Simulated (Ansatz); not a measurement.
# Co(NH2)2 (CoN2H4) (quartet): single points with varied inputs

Aim: run Co(NH2)2 (CoN2H4) (quartet) under a spread of inputs, and see what each costs and gives.

Computed with Ansatz 0.2.0, Gaussian basis. Level: the settings change from run to run.

## (1) The geometry

The geometry comes from an earlier relaxation with PBE0-D4 in a triple-zeta def2 set; it is a stationary point, not always the lowest conformer.

7 atoms, charge 0, spin multiplicity 4.

Atoms are counted from 1 here; the program's logs count them from 0.

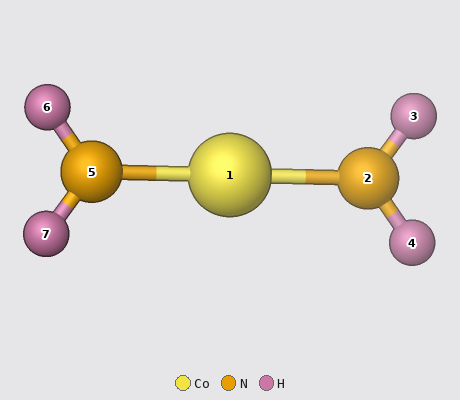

The structure; cobalt yellow, nitrogen amber, hydrogen pink; atoms are numbered from 1 in the order of the file.

## (2) CAM-B3LYP/6-31G

Options: D4 dispersion, high accuracy, the search for lower states set to off.

in.yaml

```yaml
crystal:
  periodic: [false, false, false]
  atoms:
    - {symbol: Co, position_ang: [0.003223, -0.003458, -0.000032]}
    - {symbol: N, position_ang: [0.006982, -0.016662, 1.816431]}
    - {symbol: H, position_ang: [0.623062, 0.520091, 2.408842]}
    - {symbol: H, position_ang: [-0.616569, -0.552442, 2.402257]}
    - {symbol: N, position_ang: [-0.001805, 0.012110, -1.816486]}
    - {symbol: H, position_ang: [0.613369, 0.555188, -2.404003]}
    - {symbol: H, position_ang: [-0.628261, -0.514838, -2.407009]}
basis:
  gaussian: {orbitals: 6-31G}
magnetization: {spin_polarized: true, initial_magnetization: 3}
hamiltonian: {xc: {name: CAM-B3LYP}, dispersion: d4}
accuracy: high
scf: {lower_state_search: off}
output: {forces: true}
```

Run with:

```console
ansatz run in.yaml --threads 2 --pin off --events-out ev --progress --plain --max-ram 4352MiB
```

Log, cut to the lines that bear on the results:

```text
Functional definition: CAM-B3LYP
  name "CAM-B3LYP"
  cite "Yanai, Tew & Handy, Chem. Phys. Lett. 393, 51 (2004) doi:10.1016/j.cplett.2004.06.011"
  cite "Iikura, Tsuneda, Yanai & Hirao, J. Chem. Phys. 115, 3540 (2001) doi:10.1063/1.1383587"
  cite "Becke, Phys. Rev. A 38, 3098 (1988) doi:10.1103/PhysRevA.38.3098"
  cite "Lee, Yang & Parr, Phys. Rev. B 37, 785 (1988) doi:10.1103/PhysRevB.37.785"
  cite "Vosko, Wilk & Nusair, Can. J. Phys. 58, 1200 (1980) doi:10.1139/p80-159"
[...]
  # Exact exchange under (alpha + beta erf(omega r))/r, Becke's under what is left of 1/r.
[...]
1221 factors; integrals over basis functions are off by at most 6.8e-9 eV
321 factors; integrals over basis functions are off by at most 2.7e-9 eV
[...]
mean field -40667.49934559 eV, -1494.5030355294 hartree, gradient 3.3e-8 eV, S^2 3.765054; 0 other end points of the search recorded, 0 dependent functions left out
[...]
reference -40667.49936460 eV, -1494.5030362280 hartree; 24, 21 occupied and 31, 34 virtual orbitals, 1221 factors
Total energy: -40667.57397111 eV, -1494.5057779666 hartree
Atom 0 at     0.003223    -0.003458    -0.000032 Å, force     0.008698    -0.003627    -0.000430 eV/Å
Atom 1 at     0.006982    -0.016662     1.816431 Å, force    -0.021602     0.010957    -0.369232 eV/Å
Atom 2 at     0.623062     0.520091     2.408842 Å, force     0.177133     0.143805     0.007944 eV/Å
Atom 3 at    -0.616569    -0.552442     2.402257 Å, force    -0.160879    -0.149282     0.002997 eV/Å
Atom 4 at    -0.001805     0.012110    -1.816486 Å, force    -0.013856     0.002541     0.373050 eV/Å
Atom 5 at     0.613369     0.555188    -2.404003 Å, force     0.177088     0.145599    -0.006011 eV/Å
Atom 6 at    -0.628261    -0.514838    -2.407009 Å, force    -0.166581    -0.149994    -0.008317 eV/Å
Dipole moment:    -0.005773     0.005072     0.000052 e Å
Checks for a lower state left out: stability, starts, cluster_reference, orbital_swaps, neighbouring_geometries, increment
```

Run time: 5.5 s. Hardware: 2 threads of Intel Xeon 6975P-C, shared host.

Largest force 0.373 eV/Å, dipole 0.04 D, ⟨S²⟩ 3.765.

## (3) HSE06/def2-SVP

Options: atoms shaken by 0.03 Å, density fitting with def2-universal-jkfit, high accuracy.

in.yaml

```yaml
crystal:
  periodic: [false, false, false]
  atoms:
    - {symbol: Co, position_ang: [-0.013674, 0.008376, 0.026360]}
    - {symbol: N, position_ang: [-0.000049, 0.002017, 1.816059]}
    - {symbol: H, position_ang: [0.694797, 0.498387, 2.424732]}
    - {symbol: H, position_ang: [-0.564936, -0.551339, 2.424660]}
    - {symbol: N, position_ang: [0.035979, 0.021929, -1.766771]}
    - {symbol: H, position_ang: [0.632467, 0.560905, -2.408173]}
    - {symbol: H, position_ang: [-0.625774, -0.522117, -2.431788]}
basis:
  gaussian: {orbitals: def2-SVP, fitting: {mean_field: def2-universal-jkfit}}
magnetization: {spin_polarized: true, initial_magnetization: 3}
hamiltonian: {xc: {name: HSE06}}
accuracy: high
scf: {omitted_lower_state_checks: [starts]}
output: {forces: true}
```

Launched as before.

Log, cut to the lines that bear on the results:

```text
Functional definition: HSE06
  name "HSE06"
  cite "Heyd, Scuseria & Ernzerhof, J. Chem. Phys. 118, 8207 (2003) doi:10.1063/1.1564060"
  cite "Krukau, Vydrov, Izmaylov & Scuseria, J. Chem. Phys. 125, 224106 (2006) doi:10.1063/1.2404663"
  cite "Heyd & Scuseria, J. Chem. Phys. 120, 7274 (2004) doi:10.1063/1.1668634"
  cite "Ernzerhof & Perdew, J. Chem. Phys. 109, 3313 (1998) doi:10.1063/1.476928"
  cite "Perdew, Burke & Ernzerhof, Phys. Rev. Lett. 77, 3865 (1996) doi:10.1103/PhysRevLett.77.3865"
  parent pbe
[...]
  # The whole range is PBE's own exchange, as in plane waves. The composition of these papers is wPBEh.
[...]
490 factors; integrals over basis functions are off by at most 1.9e-1 eV
490 factors; integrals over basis functions are off by at most 2.7e-10 eV
[...]
mean field -40654.81221591 eV, -1494.0367921132 hartree, gradient 4.3e-8 eV, S^2 3.758331; 0 other end points of the search recorded, 0 dependent functions left out
[...]
reference -40654.81222073 eV, -1494.0367922902 hartree; 24, 21 occupied and 55, 58 virtual orbitals, 490 factors
Total energy: -40654.81222073 eV, -1494.0367922902 hartree
Atom 0 at    -0.013674     0.008376     0.026360 Å, force     0.118232     0.090355    -0.159489 eV/Å
Atom 1 at    -0.000049     0.002017     1.816059 Å, force     1.336677     0.998058     0.773312 eV/Å
Atom 2 at     0.694797     0.498387     2.424732 Å, force    -0.837710    -0.554690    -0.790321 eV/Å
Atom 3 at    -0.564936    -0.551339     2.424660 Å, force    -0.553255    -0.500520     0.549304 eV/Å
Atom 4 at     0.035979     0.021929    -1.766771 Å, force    -1.284733    -0.979875    -2.420476 eV/Å
Atom 5 at     0.632467     0.560905    -2.408173 Å, force    -0.159501    -0.171287     0.461792 eV/Å
Atom 6 at    -0.625774    -0.522117    -2.431788 Å, force     1.380290     1.117959     1.585878 eV/Å
Dipole moment:    -0.001782    -0.016195    -0.001348 e Å
Checks for a lower state left out: starts
```

Run time: 8.5 s. Hardware: 2 threads of Intel Xeon 6975P-C, shared host.

Largest force 2.910 eV/Å, dipole 0.08 D, ⟨S²⟩ 3.758.

## (4) wB97X-V/def2-TZVP

This run has atoms shaken by 0.08 Å, the search for lower states set to full.

in.yaml

```yaml
crystal:
  periodic: [false, false, false]
  atoms:
    - {symbol: Co, position_ang: [-0.051265, -0.054990, -0.156151]}
    - {symbol: N, position_ang: [0.044183, 0.044735, 1.835862]}
    - {symbol: H, position_ang: [0.714347, 0.478908, 2.437527]}
    - {symbol: H, position_ang: [-0.476676, -0.600844, 2.522173]}
    - {symbol: N, position_ang: [-0.034998, 0.088860, -1.627561]}
    - {symbol: H, position_ang: [0.614539, 0.536048, -2.413926]}
    - {symbol: H, position_ang: [-0.613951, -0.642997, -2.369551]}
basis:
  gaussian: {orbitals: def2-TZVP}
magnetization: {spin_polarized: true, initial_magnetization: 3}
hamiltonian: {xc: {name: wB97X-V}}
scf: {lower_state_search: full}
output: {forces: true}
```

Launched as before.

Log, cut to the lines that bear on the results:

```text
Functional definition: wB97X-V
  name "wB97X-V"
  cite "Mardirossian & Head-Gordon, Phys. Chem. Chem. Phys. 16, 9904 (2014) doi:10.1039/C3CP54374A"
  cite "Becke, J. Chem. Phys. 107, 8554 (1997) doi:10.1063/1.475007"
  cite "Vydrov & Van Voorhis, J. Chem. Phys. 133, 244103 (2010) doi:10.1063/1.3521275"
[...]
      + integral(e_c_pw_opposite_spin*poly(b97_u_opposite, cos0, cos1)) + vv10(b, c)
1006 factors; their error is unknown
217 factors; integrals over basis functions are off by at most 3.0e-5 eV
[...]
mean field -40665.72542047 eV, -1494.4378449836 hartree, gradient 6.4e-8 eV, S^2 3.759649; 14 other end points of the search recorded, 0 dependent functions left out
[...]
reference -40665.72541879 eV, -1494.4378449219 hartree; 24, 21 occupied and 107, 110 virtual orbitals, 1006 factors
Total energy: -40665.72541879 eV, -1494.4378449219 hartree
Atom 0 at    -0.051265    -0.054990    -0.156151 Å, force     0.054083    -1.074853    17.699232 eV/Å
Atom 1 at     0.044183     0.044735     1.835862 Å, force    -1.693163    -2.022167    -0.211588 eV/Å
Atom 2 at     0.714347     0.478908     2.437527 Å, force     0.601096     0.495249    -0.090497 eV/Å
Atom 3 at    -0.476676    -0.600844     2.522173 Å, force     0.866284     1.272352    -1.755760 eV/Å
Atom 4 at    -0.034998     0.088860    -1.627561 Å, force     0.209111    -0.122942   -20.889571 eV/Å
Atom 5 at     0.614539     0.536048    -2.413926 Å, force    -1.610089    -0.808099     2.432620 eV/Å
Atom 6 at    -0.613951    -0.642997    -2.369551 Å, force     1.572678     2.260460     2.815563 eV/Å
Dipole moment:     0.042243    -0.143136    -0.559135 e Å
```

Run time: 59 s. Hardware: 2 threads of Intel Xeon 6975P-C, shared host; peak memory 0.64 GiB.

Largest force 20.891 eV/Å, dipole 2.78 D, ⟨S²⟩ 3.760.

## (5) PBE-QIDH/def2-SVP

in.yaml

```yaml
crystal:
  periodic: [false, false, false]
  atoms:
    - {symbol: Co, position_ang: [0.003223, -0.003458, -0.000032]}
    - {symbol: N, position_ang: [0.006982, -0.016662, 1.816431]}
    - {symbol: H, position_ang: [0.623062, 0.520091, 2.408842]}
    - {symbol: H, position_ang: [-0.616569, -0.552442, 2.402257]}
    - {symbol: N, position_ang: [-0.001805, 0.012110, -1.816486]}
    - {symbol: H, position_ang: [0.613369, 0.555188, -2.404003]}
    - {symbol: H, position_ang: [-0.628261, -0.514838, -2.407009]}
basis:
  gaussian: {orbitals: def2-SVP}
magnetization: {spin_polarized: true, initial_magnetization: 3}
hamiltonian: {xc: {name: PBE-QIDH}}
```

The command is unchanged.

Log, cut to the lines that bear on the results:

```text
Functional definition: PBE-QIDH
  name "PBE-QIDH"
  cite "Brémond, Sancho-García, Pérez-Jiménez & Adamo, J. Chem. Phys. 141, 031101 (2014) doi:10.1063/1.4890314"
  cite "Perdew, Burke & Ernzerhof, Phys. Rev. Lett. 77, 3865 (1996) doi:10.1103/PhysRevLett.77.3865"
[...]
826 factors; integrals over basis functions are off by at most 7.7e-4 eV
[...]
mean field -40640.58869945 eV, -1493.5140875244 hartree, gradient 1.4e-6 eV, S^2 3.761809; 6 other end points of the search recorded, 0 dependent functions left out
7 core orbitals not correlated: weight in the atoms' cores, before any rotation towards them, 1.000 or more for the frozen orbitals, at most 0.000 for the correlated occupied ones
reference -40640.58871219 eV, -1493.5140879924 hartree; 17, 14 occupied and 55, 58 virtual orbitals, 826 factors
second order -19.74689061 eV of doubles, -0.00000000 eV of singles
Total energy: -40647.17100906 eV, -1493.7559829408 hartree
```

Wall time 7 s (2 threads of Intel Xeon 6975P-C, shared host).

⟨S²⟩ 3.762.

## (6) r2SCAN0/def2-SVPD

Set apart from the defaults: charge +1, multiplicity 1, finite nuclei.

in.yaml, as its differences from that of step 5:

```diff
@@ -11,4 +11,5 @@
 basis:
-  gaussian: {orbitals: def2-SVP}
-magnetization: {spin_polarized: true, initial_magnetization: 3}
-hamiltonian: {xc: {name: PBE-QIDH}}
+  gaussian: {orbitals: def2-SVPD, nuclear_model: gaussian}
+total_charge: 1
+hamiltonian: {xc: {name: r2SCAN0}}
+output: {forces: true}
```

Same command.

Log, cut to the lines that bear on the results:

```text
Functional definition: r2SCAN0
  name "r2SCAN0"
  cite "Bursch, Neugebauer, Ehlert & Grimme, J. Chem. Phys. 156, 134105 (2022) doi:10.1063/5.0086040"
  cite "Furness, Kaplan, Ning, Perdew & Sun, J. Phys. Chem. Lett. 11, 8208 (2020) doi:10.1021/acs.jpclett.0c02405"
  cite "Furness, Kaplan, Ning, Perdew & Sun, J. Phys. Chem. Lett. 11, 9248 (2020) doi:10.1021/acs.jpclett.0c03077"
  parent r2scan
[...]
1058 factors; integrals over basis functions are off by at most 8.7e-4 eV
[...]
mean field -40651.52472564 eV, -1493.9159790743 hartree, gradient 2.3e-5 eV, S^2 0.000000; 4 other end points of the search recorded, 0 dependent functions left out
[...]
reference -40651.52474098 eV, -1493.9159796378 hartree; 22, 22 occupied and 84, 84 virtual orbitals, 1058 factors
Total energy: -40651.52474098 eV, -1493.9159796378 hartree
Atom 0 at     0.003223    -0.003458    -0.000032 Å, force     0.015682    -0.002630    -0.000204 eV/Å
Atom 1 at     0.006982    -0.016662     1.816431 Å, force    -0.030116     0.026257    -2.570089 eV/Å
Atom 2 at     0.623062     0.520091     2.408842 Å, force     0.304529     0.252486     0.104775 eV/Å
Atom 3 at    -0.616569    -0.552442     2.402257 Å, force    -0.288296    -0.257494     0.098342 eV/Å
Atom 4 at    -0.001805     0.012110    -1.816486 Å, force    -0.010612    -0.019459     2.573794 eV/Å
Atom 5 at     0.613369     0.555188    -2.404003 Å, force     0.302057     0.258449    -0.101951 eV/Å
Atom 6 at    -0.628261    -0.514838    -2.407009 Å, force    -0.293244    -0.257609    -0.104668 eV/Å
Dipole moment:    -0.004670     0.004399     0.000081 e Å
```

It took 3.5 s on 2 threads of Intel Xeon 6975P-C, shared host.

Largest force 2.574 eV/Å.

## (7) All runs side by side

```tsv
level	charge	multiplicity	geometry	functions	energy (eV)	time
CAM-B3LYP/6-31G	0	4	relaxed	55	-40667.574	5.5 s
HSE06/def2-SVP	0	4	shaken	79	-40654.812	8.5 s
wB97X-V/def2-TZVP	0	4	shaken	131	-40665.725	59 s
PBE-QIDH/def2-SVP	0	4	relaxed	79	-40647.171	7 s
r2SCAN0/def2-SVPD	1	1	relaxed	106	-40651.525	3.5 s
```

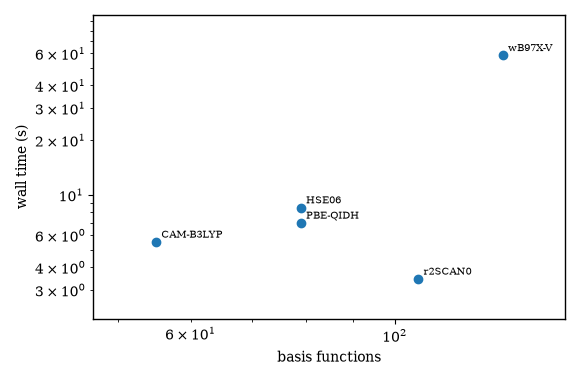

Wall time against the number of basis functions (shared host).

## (8) What came out

```
                                         quantity                     value
                                             runs                         5
                                         quickest  r2SCAN0/def2-SVPD, 3.5 s
                                          slowest   wB97X-V/def2-TZVP, 59 s
spread of total energies, same state and geometry                   20.4 eV
```

What this shows: Run time spans a factor of 17, from r2SCAN0/def2-SVPD to wB97X-V/def2-TZVP. The jobs differ in tasks and options as well as level. The totals spread over 20 eV; they can't be compared across methods or bases. At the PBE0-D4/def2-TZVP geometry and in the same state, runs without warnings or point charges leave forces up to 0.37 eV/Å (CAM-B3LYP/6-31G), against 20.9 eV/Å where the atoms were moved.
